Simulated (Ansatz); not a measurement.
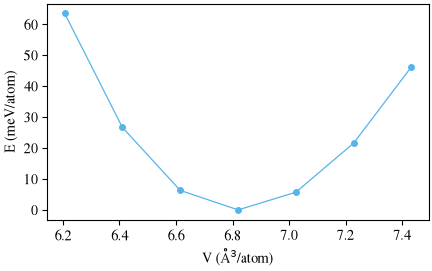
Figure: SiC₂N₄ (spinel, Fd-3m) under volume change, PBE in the plane-wave PAW code Ansatz, shape and atoms relaxed at each volume.

Question: What does a third-order Birch–Murnaghan fit give for V₀, B₀ and B′?

Answer: V₀ = 6.82 Å³/atom, B₀ = 312 GPa, B′ = 4.3.

The start of the workflow was typed in or built on a structure type; neither database checked (COD, Materials Project) lists it. COD files the formula under space group No. 224. Whether it is the stable phase at ambient conditions was not checked. Symmetry was held in the PBE relaxation; its stability against distortions is not shown here. The volume moved by 17 % from the start of the relaxation. Its formation energy is positive at this level, so the cell may be metastable or incomplete.

Potentials: the earlier of the program's two PAW sets.
